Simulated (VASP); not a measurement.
Input:

```
CELL_PARAMETERS angstrom
      0.00000     2.68653     2.68653
      2.68653     0.00000     2.68653
      2.68653     2.68653     0.00000
ATOMIC_POSITIONS crystal
  Co 0.00000 0.00000 0.00000
  Si 0.25000 0.25000 0.25000
  Si 0.75000 0.75000 0.75000
```

Computed with optB88-vdW, VASP's PBE PAW potentials (set 64) (plane waves; VASP 6.6.1). Settings: 520 eV cut-off, 11×11×11 Γ-centred mesh, tetrahedra with Blöchl corrections, potentials Co Si.

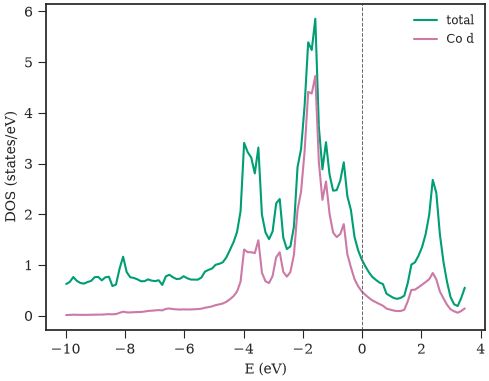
Figure: Total and projected density of states, zero at the Fermi level

Within 2 eV below the Fermi level the largest weight inside VASP's projection spheres is Co d.

It has no gap at this level: it comes out as a metal or semimetal.

The compound is CoSi2 in the fluorite structure. It was relaxed first. The run is not spin-polarised, so no magnetic state was tried. The electron count is odd and the run is not spin-polarised, which forces a metal.
